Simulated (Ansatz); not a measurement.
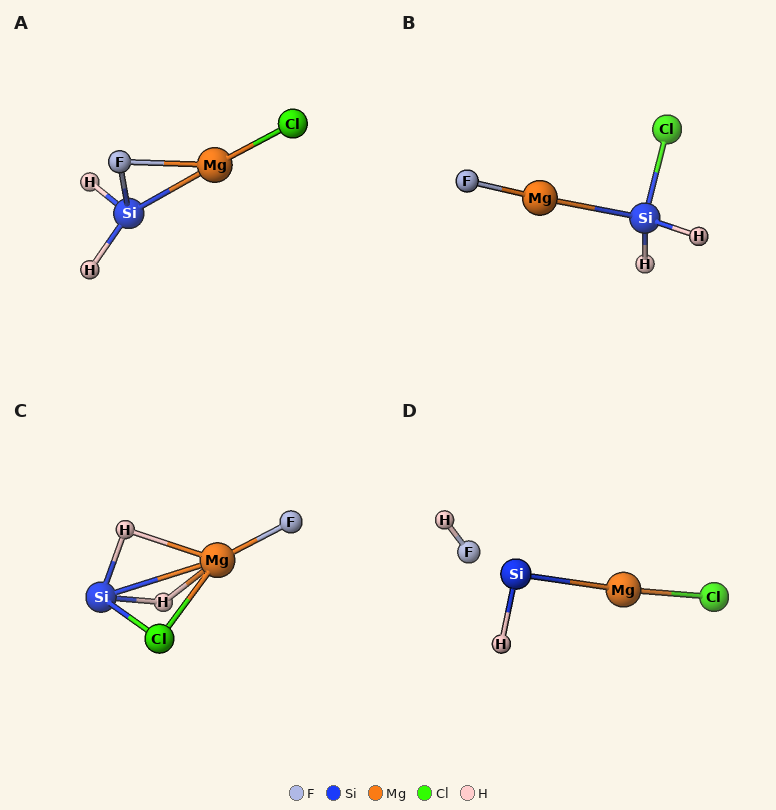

4 stationary structures of one formula. Geometries: PBE-D4/def2-SVP. Electronic energies: PBE-D4/def2-SVP (Ansatz 0.2.0), without zero-point energy. No frequency run is at hand to confirm each as a minimum.

### Which is lowest in energy, and by how much?

A is lowest (Cs); B lies 0.192 eV above it (Cs), C lies 0.215 eV above it (Cs), D lies 2.826 eV above it (C1).
